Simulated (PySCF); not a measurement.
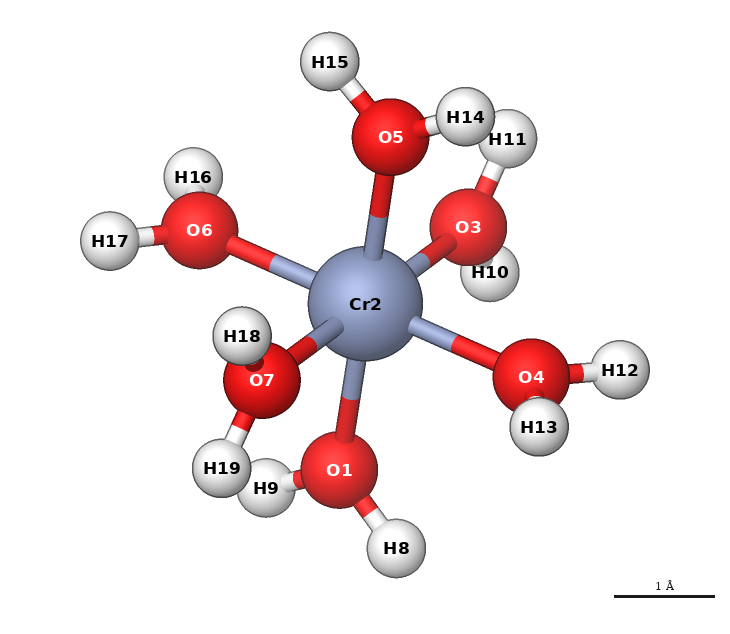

Numbered structure. State: charge +3, quartet. The computed structure is the end point of a PBE0-D3(BJ)/def2-SVP optimisation. No frequency run is at hand to confirm it as a minimum. Other spin states may lie lower.

Which atoms are bonded, and how long are the bonds? Leave out bonds to hydrogen.

```
  bond  length (Å)
O1–Cr2       1.987
Cr2–O3       1.987
Cr2–O4       1.987
Cr2–O5       1.987
Cr2–O6       1.988
Cr2–O7       1.986
```
